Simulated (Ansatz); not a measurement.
System BN (space group F-43m, No. 216); source of the atomic positions: coordinates from a relaxation (final pressure about 120 GPa) with Ansatz, DFT LDA, scalar-relativistic, plane waves, PAW; the starting structure was generated, so it need not be a known form of this composition.

```
B N
1.0
     3.34740    0.00000    0.00000
     0.00000    3.34740    0.00000
     0.00000    0.00000    3.34740
B N
4 4
Direct
  0.00000 0.00000 0.00000
  0.00000 0.50000 0.50000
  0.50000 0.00000 0.50000
  0.50000 0.50000 0.00000
  0.25000 0.25000 0.75000
  0.25000 0.75000 0.25000
  0.75000 0.25000 0.25000
  0.75000 0.75000 0.75000
```

Bonds are taken as B–N below 1.6 Å. Atoms with one bond or none are removed and atoms with two bonds are replaced by edges, until no such atom is left.

What net does this leave?

The result is a uninodal 4-connected, three-periodic net: B and N are 4-connected nodes. It is the dia net, known from diamond, zinc blende and cristobalite. It is a single net, without interpenetration.

| node | links | point symbol | coordination sequence |
| --- | --- | --- | --- |
| B and N | 4 | 6⁶ | 4 12 24 42 64 |

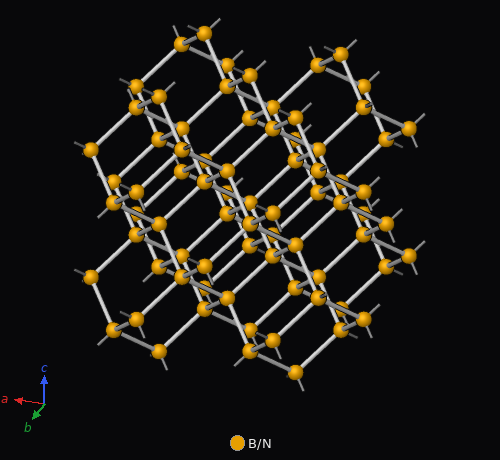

Nodes are coloured by topological kind. Edges to nodes outside the piece are drawn as stubs.
